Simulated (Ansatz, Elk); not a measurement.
## How far do independent atoms describe Al2CdOs3?

Structure refinements treat a crystal as free atoms side by side. For a made-up structure of Al2CdOs3 (cell and positions from a PBE relaxation) the runs below show what the calculated density changes in F(hkl).

Method: DFT, PBE, all-electron APW+lo, Dirac cores, scalar-relativistic bands, static density, no spin, in Elk 11.2.3 (patched build).

The structure was built from a prototype and need not be the compound's stable phase.

## 1. Set-up

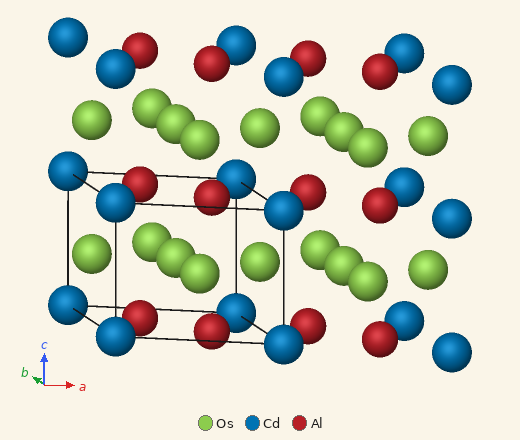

Start, viewed slightly off an axis; osmium green, cadmium blue, aluminium red. 2×1×2 cells are drawn. Some periodic images of atoms are drawn too.

## 2. Ground state and structure factors

An all-electron density is needed, since X-rays see the cores too. Task 0 finds the density and task 195 Fourier-transforms it; tshift is off so that phases refer to the origin typed.

Contents of elk.in:

```
tasks
  0
  195

xctype
  20

spinpol
  .false.

rgkmax
  7.0

gmaxvr
  14.0

lmaxo
  7

lmaxapw
  8

swidth
  0.002

tshift
  .false.

ramdisk
  .false.

hmaxvr
  5.5

maxscl
  120

epspot
  1e-06

sppath
  './'

avec
  10.02697403006 0.00000000000 0.00000000000
  -5.01348701503 8.68361423312 0.00000000000
  0.00000000000 0.00000000000 7.88182953083

atoms
  3
  'Os.in'
  3
  0.0000000000 0.5000000000 0.5000000000   0.000000 0.000000 0.000000
  0.5000000000 0.5000000000 0.5000000000   0.000000 0.000000 0.000000
  0.5000000000 0.0000000000 0.5000000000   0.000000 0.000000 0.000000
  'Cd.in'
  1
  0.0000000000 0.0000000000 0.0000000000   0.000000 0.000000 0.000000
  'Al.in'
  2
  0.6666666667 0.3333333333 0.0000000000   0.000000 0.000000 0.000000
  0.3333333333 0.6666666667 0.0000000000   0.000000 0.000000 0.000000

ngridk
  5 5 6
```

On the command line:

```bash
$ OMP_NUM_THREADS=4 elk
```

Numbers of over 12 decimals in the logs are rounded to 6 here.

Log:

```text
┌─────────────────────────┐
│ Elk code version 11.2.3 │
└─────────────────────────┘

All units are atomic (Hartree, Bohr, etc.)

┌─────────────────────────────────────────────────┐
│ Ground-state run starting from atomic densities │
└─────────────────────────────────────────────────┘

Lattice vectors :
   10.02697403       0.000000000       0.000000000
  -5.013487015       8.683614233       0.000000000
   0.000000000       0.000000000       7.881829531

Reciprocal lattice vectors :
  0.6266282618      0.3617839956      -0.000000000
   0.000000000      0.7235679912       0.000000000
   0.000000000      -0.000000000      0.7971734586

Unit cell volume      :    686.2738482
Brillouin zone volume :   0.3614449452

Muffin-tin inner radius fraction :   0.1000000000E-01

Nuclei treated as point charges

Species : 1 (Os)
 parameters loaded from : Os.in
 name : osmium
 nuclear charge    :   -76.00000000
 electronic charge :    76.00000000
 atomic mass :    346768.0767
 muffin-tin radius :    2.481743508
 number of radial points in muffin-tin :   1393
 inner part over the whole radius :   0.9974942142E-02
 number on inner part of muffin-tin    :    997
 approximate nuclear radius :   0.1019601503E-03
 number of mesh points to nuclear radius :    525
 atomic positions (lattice), magnetic fields (Cartesian) :
  1 :   0.00000000  0.50000000  0.50000000    0.00000000  0.00000000  0.00000000
  2 :   0.50000000  0.50000000  0.50000000    0.00000000  0.00000000  0.00000000
  3 :   0.50000000  0.00000000  0.50000000    0.00000000  0.00000000  0.00000000

Species : 2 (Cd)
 parameters loaded from : Cd.in
 name : cadmium
 nuclear charge    :   -48.00000000
 electronic charge :    48.00000000
 atomic mass :    204912.7176
 muffin-tin radius :    2.600000000
 number of radial points in muffin-tin :   1193
 inner part over the whole radius :   0.9972693929E-02
 number on inner part of muffin-tin    :    850
 approximate nuclear radius :   0.8708852602E-04
 number of mesh points to nuclear radius :    426
 atomic positions (lattice), magnetic fields (Cartesian) :
  1 :   0.00000000  0.00000000  0.00000000    0.00000000  0.00000000  0.00000000

Species : 3 (Al)
 parameters loaded from : Al.in
 name : aluminium
 nuclear charge    :   -13.00000000
 electronic charge :    13.00000000
 atomic mass :    49184.33496
 muffin-tin radius :    2.200000000
 number of radial points in muffin-tin :    793
 inner part over the whole radius :   0.9821194981E-02
 number on inner part of muffin-tin    :    552
 approximate nuclear radius :   0.5839653600E-04
 number of mesh points to nuclear radius :    244
 atomic positions (lattice), magnetic fields (Cartesian) :
  1 :  -0.33333333  0.33333333  0.00000000    0.00000000  0.00000000  0.00000000
  2 :   0.33333333 -0.33333333  0.00000000    0.00000000  0.00000000  0.00000000

Total number of atoms per unit cell :    6
Total muffin-tin volume :    354.9059453
 ratio of muffin-tin to unit cell volume :   0.5171491616

Spin treatment :
 spin-unpolarised

Number of Bravais lattice symmetries :   24
Number of crystal symmetries         :   24
Crystal has inversion symmetry
Real symmetric eigensolver will be used

k-point grid :      5     5     6
k-point offset :    0.000000000       0.000000000       0.000000000
k-point set is reduced with full crystal symmetry group
Total number of k-points :       20

Muffin-tin radius times maximum |G+k| :    7.000000000
 using average radius
Maximum |G+k| for APW functions       :    2.907534077
Maximum (1/2)|G+k|²                   :    4.226877206
Maximum |G| for potential and density :    14.00000000
Constant for pseudocharge density :    9
 order of it for each species :   16  16  16
 order of it for pair densities of each species (exact exchange by exxq0 0: 17) :   10  11   7
Radial integration step length :    1

G-vector grid sizes :     45    45    36
Number of G-vectors :    31883

Maximum angular momentum used for
 APW functions            :    8
 outer part of muffin-tin :    7
[...]
correlation                 :     -17.571507860222
 electron entropic           :    -0.18721209177261E-02
 total energy                :     -57929.564641110

Density of states at Fermi energy :    135.4102680
 (states/Hartree/unit cell)

Estimated indirect band gap :   0.1280515354E-02
 from k-point 20 to k-point 17
Estimated direct band gap   :   0.5825132877E-02
 at k-point 17

Charges :
 core                        :    176.0000000
 valence                     :    126.0000000
 interstitial                :    9.845066387
 muffin-tins (core leakage)
  species : 1 (Os)
[...]
species : 2 (Cd)
[...]
species : 3 (Al)
[...]
total in muffin-tins        :    292.1549336
 total calculated charge     :    301.9982145
 total charge                :    302.0000000
 error                       :   0.1785469686E-02

RMS change in Kohn-Sham potential (target) :   0.3707216226     (  0.1000000000E-05)
Absolute change in total energy (target)   :   0.4499570238     (  0.1000000000E-03)

[... loops 3 to 15 left out ...]

┌──────────────────┐
│ Loop number : 16 │
└──────────────────┘

Energies :
 Fermi                       :     0.343208
 sum of occupied eigenvalues :     -35416.944739506
 electron kinetic            :      65209.873978429
 core electron kinetic       :      62651.182056661
 Coulomb                     :     -121921.80129692
 Coulomb potential           :     -99037.464216289
 nuclear-nuclear             :     -5100.5210933024
 electron-nuclear            :     -134716.87428567
 Hartree                     :      17895.594082051
 Madelung                    :     -72403.069188780
 xc potential                :     -1589.3545016465
 exchange                    :     -1197.9703927247
 correlation                 :     -17.575616370290
 electron entropic           :    -0.20182728306151E-02
 total energy                :     -57927.475345863

Density of states at Fermi energy :    149.3842661
 (states/Hartree/unit cell)

Estimated indirect band gap :   0.2108426746E-02
 from k-point 17 to k-point 8
Estimated direct band gap   :   0.3399429810E-02
 at k-point 17

Charges :
 core                        :    176.0000000
 valence                     :    126.0000000
 interstitial                :    9.846518143
 muffin-tins (core leakage)
  species : 1 (Os)
[...]
species : 2 (Cd)
[...]
species : 3 (Al)
[...]
total in muffin-tins        :    292.1534819
 total calculated charge     :    301.9982304
 total charge                :    302.0000000
 error                       :   0.1769613573E-02

RMS change in Kohn-Sham potential (target) :   0.1921755511E-06 (  0.1000000000E-05)
Absolute change in total energy (target)   :   0.7425935473E-04 (  0.1000000000E-03)

Convergence targets achieved

┌──────────────────┐
│ Loop number : 17 │
└──────────────────┘

Energies :
 Fermi                       :     0.343209
 sum of occupied eigenvalues :     -35416.944723022
 electron kinetic            :      65209.874003678
 core electron kinetic       :      62651.182065538
 Coulomb                     :     -121921.80130473
 Coulomb potential           :     -99037.464206673
 nuclear-nuclear             :     -5100.5210933024
 electron-nuclear            :     -134716.87431066
 Hartree                     :      17895.594099228
 Madelung                    :     -72403.069201397
 xc potential                :     -1589.3545200270
 exchange                    :     -1197.9703930533
 correlation                 :     -17.575616354222
 electron entropic           :    -0.20182727834867E-02
 total energy                :     -57927.475328736

Density of states at Fermi energy :    149.3842578
 (states/Hartree/unit cell)

Estimated indirect band gap :   0.2108424364E-02
 from k-point 17 to k-point 8
Estimated direct band gap   :   0.3399431159E-02
 at k-point 17

Charges :
 core                        :    176.0000000
 valence                     :    126.0000000
 interstitial                :    9.846517484
 muffin-tins (core leakage)
  species : 1 (Os)
[...]
species : 2 (Cd)
   atom 1                    :    46.49213334     (  0.2386666917E-03)
  species : 3 (Al)
   atom 1                    :    11.37366086     (  0.4809443032E-03)
   atom 2                    :    11.37366086     (  0.4809443032E-03)
 total in muffin-tins        :    292.1534825
 total calculated charge     :    301.9982304
 total charge                :    302.0000000
 error                       :   0.1769614011E-02

┌──────────────────────────────┐
│ Self-consistent loop stopped │
└──────────────────────────────┘

Warning : core states of species 2 leak from the muffin-tin :   0.2386666917E-03

Warning : core states of species 3 leak from the muffin-tin :   0.4809443032E-03

Wrote STATE.OUT
```

Run time: 28 s. Hardware: 4 threads of AMD EPYC 9B45 (Zen 5), shared host; peak memory 0.3 GiB; 86 s of CPU time.

SFACRHO.OUT:

```text

h k l indices transformed by vhmat matrix:
   1.000000000       0.000000000       0.000000000    
   0.000000000       1.000000000       0.000000000    
   0.000000000       0.000000000       1.000000000    

      h      k      l  multipl.   |H|            Re(F)            Im(F)           |F|

      0      0      0      1   0.0000000       302.00000      0.72915596E-16   302.00000    
     -1      1      0      6  0.72356799      -38.289455      0.23809907E-13   38.289455    
      0      0      1      2  0.79717346      -146.39515      0.24723166E-13   146.39515    
      0     -1     -1     12   1.0765854       98.412906      0.22619412E-13   98.412906    
     -2      1      0      6   1.2532565      -6.8347997     -0.41503972E-13   6.8347997    
      2      0      0      6   1.4471360       217.27626      0.71429721E-14   217.27626    
      1      1     -1     12   1.4853072       117.26630      0.23137134E-13   117.26630    
      0      0      2      2   1.5943469       236.33348     -0.44897905E-13   236.33348    
      2      0      1     12   1.6521768      -153.78241     -0.26190898E-13   153.78241    
      1      0      2     12   1.7508549      -32.263458      0.30952879E-13   32.263458    
      3     -1      0     12   1.9143810      -31.809303     -0.51191300E-13   31.809303    
      1      1     -2     12   2.0279532      -8.0719832     -0.50363760E-13   8.0719832    
      2      1     -1     24   2.0737261       80.954678     -0.82144180E-13   80.954678    
     -2      2     -2     12   2.1531708       190.35081     -0.10714458E-12   190.35081    
      0      3      0      6   2.1707040      -8.2852420     -0.16254171E-12   8.2852420    
     -3      0      1     12   2.3124535       99.415053     -0.12806203E-12   99.415053    
      0      0     -3      2   2.3915204      -114.40011     -0.58324122E-13   114.40011    
      2      1      2     24   2.4913443      -29.460009      0.12143053E-12   29.460009
```

Elk indexes on the primitive cell of elk.in and gives |H| = 4π sin θ/λ in inverse bohr. Below, one row stands for each form hkl of the conventional cell (m members, Friedel mates merged), F is for one primitive cell and the density is static (no thermal factor). Free-atom factors are Waasmaier and Kirfel's, and R is Σm||F|−|F'||/Σm|F|.

```tsv
hkl	m	sin θ/λ (Å⁻¹)	abs F, DFT	neutral atoms	diff.
100	6	0.109	38.289	37.929	+0.361
001	2	0.120	146.395	146.082	+0.313
101	12	0.162	98.413	98.555	-0.142
110	6	0.189	6.835	6.799	+0.036
200	6	0.218	217.276	217.722	-0.446
111	12	0.223	117.266	117.665	-0.399
002	2	0.240	236.333	237.648	-1.315
201	12	0.248	153.782	154.375	-0.593
102	12	0.263	32.264	32.652	-0.389
210	12	0.288	31.809	31.997	-0.188
112	12	0.305	8.072	8.095	-0.023
211	24	0.312	80.955	81.141	-0.186
202	12	0.324	190.351	190.755	-0.404
300	6	0.326	8.285	8.233	+0.052
301	12	0.348	99.415	99.390	+0.025
003	2	0.360	114.400	114.622	-0.222
212	24	0.375	29.460	29.616	-0.156
103	12	0.376	74.540	74.588	-0.048
220	6	0.377	199.695	199.556	+0.139
310	12	0.392	29.192	29.110	+0.082
221	12	0.396	110.311	110.301	+0.010
302	12	0.405	8.491	8.608	-0.117
```

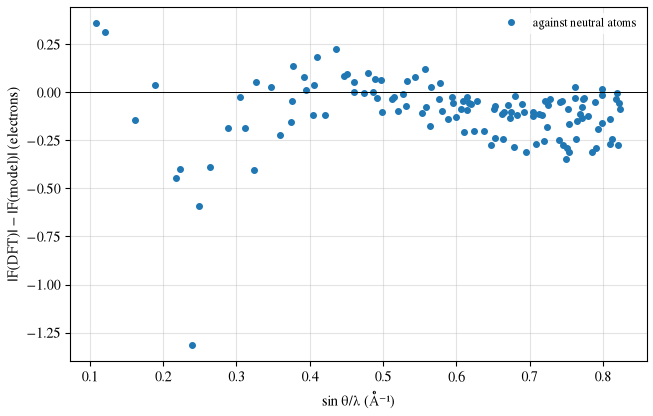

Difference between the calculated structure factors and the independent-atom ones.

## 3. The highest occupied states alone

An energy window below the Fermi level keeps the highest occupied states, to see at which angles they scatter; shallow core shells can lie inside it and anion s states outside. No new self-consistency is needed.

Changes to elk.in since step 2:

```diff
@@ -1,3 +1,2 @@
 tasks
-  0
   195
@@ -40,2 +39,5 @@
 
+wsfac
+  -0.097780 0.643210
+
 sppath
```

On the command line:

```bash
$ OMP_NUM_THREADS=4 elk
```

Log:

```text
┌─────────────────────────────────┐
│ Elk code version 11.2.3 started │
└─────────────────────────────────┘

Info(readinput): the functional depends on the density's gradient
 muffin-tin radial points multiplied by    2.00000
 (not where nrmtscf is given)

┌────────────────────┐
│ Current task : 195 │
└────────────────────┘
Info(checkmt): changed muffin-tin radius of species 1 (Os) from   2.8000 to   2.4817

Info(sfacrho): density structure factors written to SFACRHO.OUT

 Energy window :  -0.9778000000E-01  0.6432100000

┌──────────────────┐
│ Elk code stopped │
└──────────────────┘
```

Wall time 6.9 s (4 threads); peak memory 0.18 GiB; 9.7 s of CPU time.

States within 12 eV below the Fermi level hold 42.00 electrons; any levels below the window count with the cores. Their amplitudes can exceed the total, where window and core parts have opposite phase:

```tsv
hkl	sin θ/λ (Å⁻¹)	abs F, window	abs F, all
100	0.109	2.421	38.289
001	0.120	3.336	146.395
101	0.162	9.645	98.413
110	0.189	4.268	6.835
200	0.218	9.747	217.276
111	0.223	6.326	117.266
002	0.240	7.062	236.333
201	0.248	1.397	153.782
102	0.263	3.324	32.264
210	0.288	2.785	31.809
```

## 4. Another functional

The difference from free atoms is small, so it is set against the change that LDA (Perdew-Wang) makes.

Changes to elk.in since step 3:

```diff
@@ -1,2 +1,3 @@
 tasks
+  0
   195
@@ -4,3 +5,3 @@
 xctype
-  20
+  3
 
@@ -39,5 +40,2 @@
 
-wsfac
-  -0.097780 0.643210
-
 sppath
```

On the command line:

```bash
$ OMP_NUM_THREADS=4 elk
```

Log:

```text
┌─────────────────────────┐
│ Elk code version 11.2.3 │
└─────────────────────────┘

All units are atomic (Hartree, Bohr, etc.)

┌─────────────────────────────────────────────────┐
│ Ground-state run starting from atomic densities │
└─────────────────────────────────────────────────┘

Lattice vectors :
   10.02697403       0.000000000       0.000000000
  -5.013487015       8.683614233       0.000000000
   0.000000000       0.000000000       7.881829531

Reciprocal lattice vectors :
  0.6266282618      0.3617839956      -0.000000000
[...]
species : 3 (Al)
   atom 1                    :    11.38318098     (  0.5086698510E-03)
   atom 2                    :    11.38318098     (  0.5086698510E-03)
 total in muffin-tins        :    292.2388004
 total calculated charge     :    301.9981745
 total charge                :    302.0000000
 error                       :   0.1825531021E-02

┌──────────────────────────────┐
│ Self-consistent loop stopped │
└──────────────────────────────┘

Warning : core states of species 2 leak from the muffin-tin :   0.2403548896E-03

Warning : core states of species 3 leak from the muffin-tin :   0.5086698510E-03

Wrote STATE.OUT
[key lines of the parts left out:]
total energy                :     -57891.152314879
```

The job ended after 17 s (4 threads; peak memory 0.22 GiB; 52 s of CPU time).

Against the first run R = 0.03 %; the largest change is -0.063 at 220.

## 5. Basis size

The basis and the expansions that go with it are enlarged, to see whether the differences are converged.

Changes to elk.in since step 4:

```diff
@@ -5,3 +5,3 @@
 xctype
-  3
+  20
 
@@ -11,12 +11,12 @@
 rgkmax
-  7.0
+  8.5
 
 gmaxvr
-  14.0
+  18.0
 
 lmaxo
-  7
+  9
 
 lmaxapw
-  8
+  10
```

On the command line:

```bash
$ OMP_NUM_THREADS=4 elk
```

Log:

```text
┌─────────────────────────┐
│ Elk code version 11.2.3 │
└─────────────────────────┘

All units are atomic (Hartree, Bohr, etc.)

┌─────────────────────────────────────────────────┐
│ Ground-state run starting from atomic densities │
└─────────────────────────────────────────────────┘

Lattice vectors :
   10.02697403       0.000000000       0.000000000
  -5.013487015       8.683614233       0.000000000
   0.000000000       0.000000000       7.881829531

Reciprocal lattice vectors :
  0.6266282618      0.3617839956      -0.000000000
[...]
species : 3 (Al)
   atom 1                    :    11.37396329     (  0.4808405213E-03)
   atom 2                    :    11.37396329     (  0.4808405213E-03)
 total in muffin-tins        :    292.2102527
 total calculated charge     :    301.9987658
 total charge                :    302.0000000
 error                       :   0.1234238608E-02

┌──────────────────────────────┐
│ Self-consistent loop stopped │
└──────────────────────────────┘

Warning : core states of species 2 leak from the muffin-tin :   0.2388170241E-03

Warning : core states of species 3 leak from the muffin-tin :   0.4808405213E-03

Wrote STATE.OUT
[key lines of the parts left out:]
total energy                :     -57927.508825043
```

It took 53 s on 4 threads; peak memory 0.53 GiB.

Against the first run R = 0.01 %; the largest change is -0.023 at 203.

## 6. Settings against the effect

```tsv
run	R against the first run (%)	R against neutral atoms, low angle (%)	wall time
PBE, rgkmax 7	0.00	0.38	28 s
LDA (Perdew-Wang)	0.03	0.37	17 s
rgkmax 8.5 with larger expansions	0.01	0.38	53 s
```

## 7. Results

```
R against neutral atoms, sin θ/λ < 0.3 Å⁻¹ : 0.38 %
R against neutral atoms, 0.3 to 0.82 Å⁻¹   : 0.19 %
```

**Reading.** Independent neutral atoms miss the calculated amplitudes by R = 0.38 % below 0.3 Å⁻¹ and 0.19 % from there to 0.82 Å⁻¹; by shells, 0.53 % below 0.15 Å⁻¹ (2 forms), 0.37 % 0.15 to 0.3 (8 forms), 0.15 % 0.3 to 0.45 (17 forms), 0.20 % above 0.45 (99 forms). Bonding, aspherical density and the tables' own atoms all enter these figures, and the runs don't part them. The largest change of an amplitude is -1.31 electrons, at 002. The window's part falls from 42.0 electrons at the origin to at most 0.78 between 0.45 and 0.82 Å⁻¹. Below 0.3 Å⁻¹ the changes that finished (LDA (Perdew-Wang) and rgkmax 8.5 with larger expansions) move F by R = 0.02 % at most, against the 0.38 % that separates it from free atoms. The k-mesh has no finished test. These runs have no spin, though d or f shells may be open. Spin-orbit coupling is left out, which can matter for elements this heavy. Part of the difference isn't bonding: the tables are fits to free atoms and ions calculated by other methods than this functional. Thermal motion, anomalous dispersion and extinction are left out.

[Logs are printed without paths, hosts, clocks, repeated set-up lines and the standing remarks that a program may print on its own settings, such as how far it seeks lower states.]

[Hosts, paths, dates, database ids (printed as entryN), source tags and the programs' standing remarks are cut or masked in the printed files.]
